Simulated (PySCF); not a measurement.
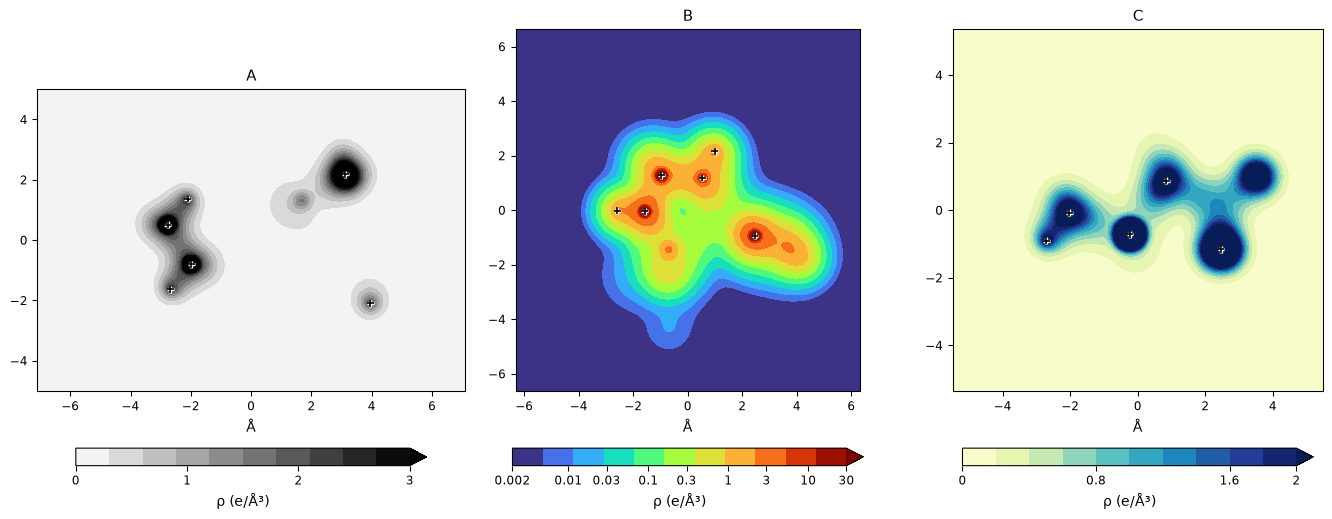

The electron density of 3 systems, each on a plane through atoms (crosses mark nuclei in the plane).

Computed with PySCF 2.14.0, PBE0/pcSseg-1, SCF density, gas phase, non-relativistic.

System 1: C₂H₁₆BNSi₄, the plane of atoms C1, C2 and H12. Geometry: GFN2-xTB.

```json
{"atom": "C", "x (Å)": "3.2502", "y (Å)": "0.2670", "z (Å)": "0.8911"}
{"atom": "C", "x (Å)": "2.4756", "y (Å)": "1.2209", "z (Å)": "-0.0088"}
{"atom": "Si", "x (Å)": "1.7614", "y (Å)": "0.3551", "z (Å)": "-1.5517"}
{"atom": "Si", "x (Å)": "0.4416", "y (Å)": "-1.4276", "z (Å)": "-0.8981"}
{"atom": "Si", "x (Å)": "-1.1617", "y (Å)": "-0.8870", "z (Å)": "0.7394"}
{"atom": "N", "x (Å)": "-2.3825", "y (Å)": "-2.1012", "z (Å)": "0.5178"}
{"atom": "B", "x (Å)": "-1.8744", "y (Å)": "0.8873", "z (Å)": "0.4186"}
{"atom": "Si", "x (Å)": "-3.5208", "y (Å)": "1.2701", "z (Å)": "-0.5724"}
{"atom": "H", "x (Å)": "3.6566", "y (Å)": "0.7865", "z (Å)": "1.7581"}
{"atom": "H", "x (Å)": "2.6068", "y (Å)": "-0.5357", "z (Å)": "1.2485"}
{"atom": "H", "x (Å)": "4.0798", "y (Å)": "-0.1810", "z (Å)": "0.3476"}
{"atom": "H", "x (Å)": "3.1324", "y (Å)": "2.0397", "z (Å)": "-0.3071"}
{"atom": "H", "x (Å)": "1.6650", "y (Å)": "1.6733", "z (Å)": "0.5661"}
{"atom": "H", "x (Å)": "2.9004", "y (Å)": "0.0286", "z (Å)": "-2.4232"}
{"atom": "H", "x (Å)": "0.9900", "y (Å)": "1.3747", "z (Å)": "-2.2843"}
{"atom": "H", "x (Å)": "-0.2124", "y (Å)": "-2.0108", "z (Å)": "-2.0815"}
{"atom": "H", "x (Å)": "1.2790", "y (Å)": "-2.5494", "z (Å)": "-0.4264"}
{"atom": "H", "x (Å)": "-0.4758", "y (Å)": "-1.0788", "z (Å)": "2.0529"}
{"atom": "H", "x (Å)": "-3.2711", "y (Å)": "-2.0081", "z (Å)": "0.9824"}
{"atom": "H", "x (Å)": "-2.1183", "y (Å)": "-3.0723", "z (Å)": "0.4965"}
{"atom": "H", "x (Å)": "-1.1977", "y (Å)": "1.7966", "z (Å)": "0.7361"}
{"atom": "H", "x (Å)": "-4.1692", "y (Å)": "2.5566", "z (Å)": "-0.2524"}
{"atom": "H", "x (Å)": "-3.2594", "y (Å)": "1.3293", "z (Å)": "-2.0235"}
{"atom": "H", "x (Å)": "-4.6072", "y (Å)": "0.2861", "z (Å)": "-0.4164"}
```

System 2: C₄H₁₂N₂SSi₂, the plane of atoms C5, N6 and H17. Geometry: GFN2-xTB.

```xyz
21

C    -1.6181    2.9677   -0.2708
N    -1.4216    1.7734    0.0452
Si   -0.7844    0.4000   -0.7497
C    -1.9932   -1.0181   -0.3456
C    -1.1797   -2.2983   -0.2077
N     0.0220   -2.0743    0.5726
Si    0.7664   -0.5365    0.6634
S     2.8244   -0.7293    0.0239
C     3.3824    0.9586    0.3971
H    -1.4361    3.3847   -1.2638
H    -1.9962    3.6606    0.4755
H    -0.5210    0.4514   -2.2022
H    -2.4788   -0.7978    0.6051
H    -2.7764   -1.1680   -1.0863
H    -1.7767   -3.0740    0.2878
H    -0.9216   -2.6735   -1.2093
H     0.5153   -2.9241    0.7918
H     0.8835   -0.1266    2.0729
H     3.1955    1.1805    1.4434
H     4.4476    0.9942    0.1947
H     2.8578    1.6661   -0.2384
```

System 3: C₅H₁₀O₃SSi, the plane of atoms C3, Si5 and C6. Geometry: GFN2-xTB.

```xyz
20

C    -1.1680   -1.0670   -2.1092
C    -0.8421   -0.6067   -1.0512
C    -0.4519   -0.0428    0.1996
C    -1.0722   -0.7575    1.3871
Si    1.4154    0.3645    0.3955
C     2.3072   -1.2197   -0.1643
S    -1.0820    1.6364    0.2515
O    -0.2862    2.3468    1.2048
O    -2.5088    1.7119    0.3505
O    -0.6841    2.2052   -1.2148
H    -1.4497   -1.4827   -3.0302
H    -2.1571   -0.7818    1.2862
H    -0.7000   -1.7783    1.4580
H    -0.8249   -0.2194    2.2995
H     1.7953    1.4706   -0.4776
H     1.6659    0.5948    1.8192
H     2.0296   -2.0819    0.4344
H     3.3786   -1.0926   -0.0703
H     2.0921   -1.4613   -1.2008
H    -1.4624    2.2725   -1.7711
```

Q: Which map belongs to which system?

A: Panel A is system 1, C₂H₁₆BNSi₄: the plane holds C, N and H. C–C (1.52 Å): the density is about 1.6 e/Å³ at the midpoint. Panel B is system 2, C₄H₁₂N₂SSi₂: the plane holds N, C and H. C–C (1.52 Å): ρ is about 1.6 e/Å³ halfway. Panel C is system 3, C₅H₁₀O₃SSi: the plane holds C, Si, O and H.
